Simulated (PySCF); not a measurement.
Vertical excitations of a molecule C₈H₁₁FS from TDDFT-PBE0/def2-SVP in PySCF, as energy in eV (oscillator strength): 5.54 (0.118), 6.00 (0.001), 6.04 (0.125), 6.56 (0.000), 7.37 (0.009), 7.46 (0.006), 7.79 (0.000), 7.82 (0.185), 7.83 (0.001), 7.91 (0.001). Lowest triplet (TDA): 3.63 eV. Coordinates come from a B3LYP-D3(BJ)/def2-SVP optimisation. The values are those of a single conformer.

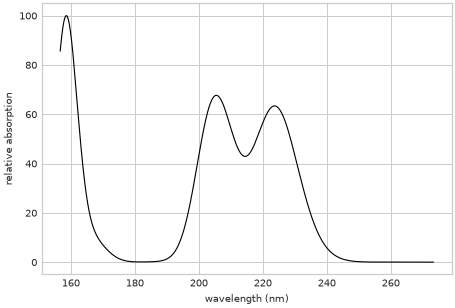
Figure. The lines broadened by 0.4 eV.

**Question.** Which molecule gave these data?
A) CC(C)(C)c1csc(F)c1
B) CC(C)(C)c1ccsc1F
C) CC(C)(C)c1cscc1F
D) CC(C)(C)c1cc(F)cs1

**Answer.** D, CC(C)(C)c1cc(F)cs1
